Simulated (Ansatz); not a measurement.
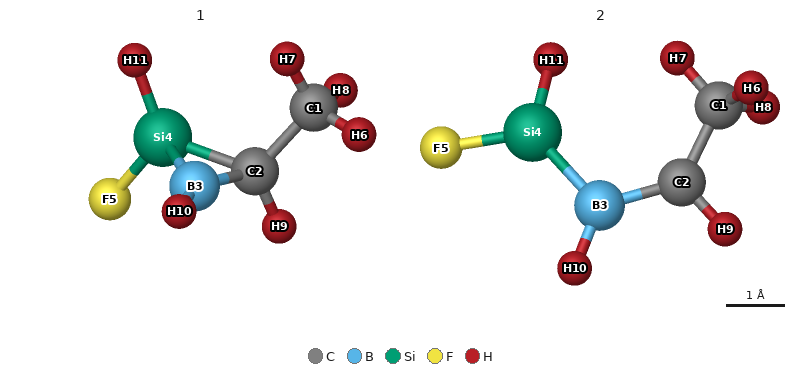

Two geometries of C2H6BFSi (coarse preliminary run), drawn at one scale. One is the start of a relaxation, the other its converged end. The picture is a ball-and-stick view, seen from a free direction.

Method: Ansatz, RKS PBE-D4/def2-SVP. Set-up: force threshold 0.03 eV/Å; at most 200 steps.

Which one is relaxed?

Answer. Structure 2 is the relaxed one. The start comes from a force field. The atom that moves furthest after the best rigid fit is F5 (1.77 Å). By element the largest moves are F 1.77 Å, H 1.62 Å, C 0.73 Å, Si 0.65 Å, B 0.60 Å. Some distances before and after: C2–Si4 1.793 → 2.819 Å, C1–Si4 2.836 → 3.296 Å, C2–B3 1.553 → 1.482 Å, B3–Si4 1.969 → 1.904 Å. Bonds break: C2–Si4 (1.79 → 2.82 Å). Bond angles that change, for instance: C2–B3–Si4 59.9° → 112.2°, Si4–B3–H10 150.7° → 119.6°, C2–B3–H10 149.4° → 126.9°. Over 28 accepted moves (30 points after the start) the energy falls by 115.9 kJ/mol. Largest force component: 2.5 eV/Å at the start, 0.029 eV/Å at the end. The line search rejected the trial steps at points 15, 21 of the run. Cost: 40 s on 4 threads of Arm Neoverse V1 (shared host).
